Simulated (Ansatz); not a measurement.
## Electronic structure of CHAlS (SMILES [CH-]1[Al][S]1) (charge −1, doublet) in real space

Input file:

```
crystal:
  periodic: [false, false, false]
  atoms:
    - symbol: C
      position_ang: [-0.182527, -0.038923, -0.286339]
    - symbol: Al
      position_ang: [1.535805, 0.817706, -0.325436]
    - symbol: S
      position_ang: [-0.712144, 1.547701, 0.281396]
    - symbol: H
      position_ang: [-0.939914, -0.826164, -0.392113]
basis:
  gaussian:
    orbitals: def2-TZVPD
total_charge: -1
magnetization:
  spin_polarized: true
  initial_magnetization: 1
hamiltonian:
  xc: {name: PBE0}
output: {forces: true, orbitals: {seedname: orbitals}}
```

Launched as:

```sh
ansatz run input.yaml --threads 1 --pin off --max-ram 2610MiB --events-out events.jsonl --progress --plain --runs-dir runs
```

Geometry: PBE0-D3(BJ)/def2-SVPD; the highest occupied orbital lies above zero, a sign that basis and functional describe the outermost electron poorly.

These are results of isolated molecule in a Gaussian basis; Kohn-Sham density functional theory, functional PBE0 in Ansatz, not measurements.

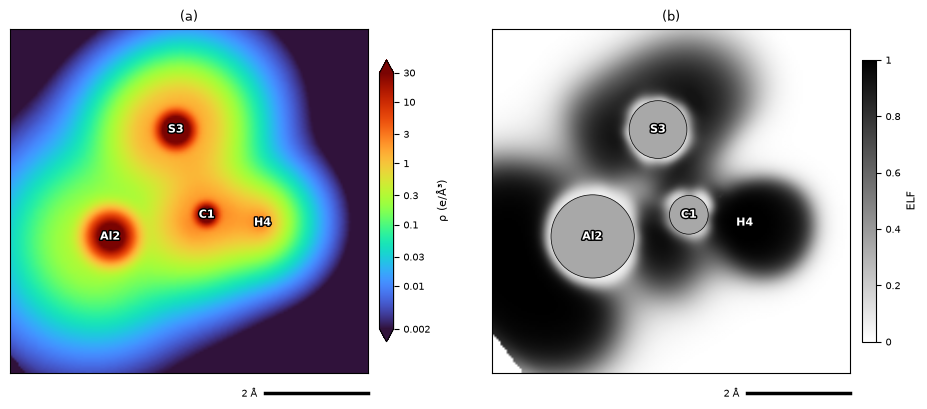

Figure 1. (a) electron density; (b) electron localisation function on the molecular plane. Grey discs cover the atomic cores in the ELF map.

Question: What does the map show?

Answer: The section cuts through C, Al, S and H sites. C–S (1.77 Å): ρ is about 1.3 e/Å³ halfway; the ELF peaks at about 0.85 between the atoms: a covalent bond. C–Al (1.92 Å): the density is about 0.66 e/Å³ at the midpoint; the ELF peaks at about 0.90 between the atoms; a polar covalent bond. Al–S (2.44 Å): the density is about 0.4 e/Å³ at the midpoint, with its minimum of 0.29 e/Å³ about 0.9 Å from Al; the ELF peaks at about 0.70 in the valence shell of S, 0.9 Å from its nucleus, and is about 0.50 at the midpoint. C–H (1.10 Å): the density is about 1.9 e/Å³ at the midpoint; the ELF climbs to about 1 towards the hydrogen, as it does in any bond to H: a covalent bond by its length. The ELF also peaks beside S3, away from the bonds: non-bonding electrons, paired or unpaired.

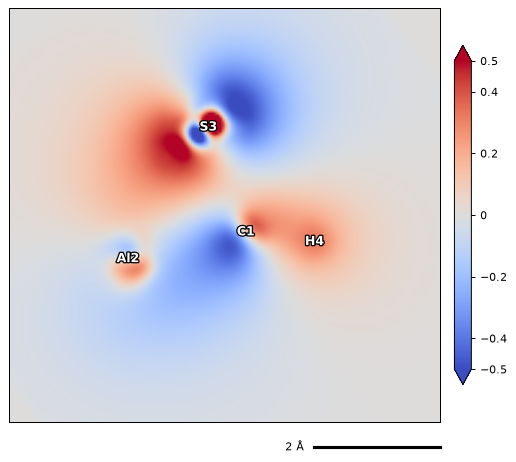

Figure 2. The HOMO−1 (β) on the molecular plane (values in Å⁻³ᐟ²; the overall sign is arbitrary).

Question: Describe this orbital and give its energy.

Answer: It lies mainly on S3 (about 60 %), Al2 (about 20 %) and C1 (about 15 %); it is symmetric in the molecular plane (an in-plane orbital: σ, lone-pair or in-plane π type). Its energy is −1.41 eV.
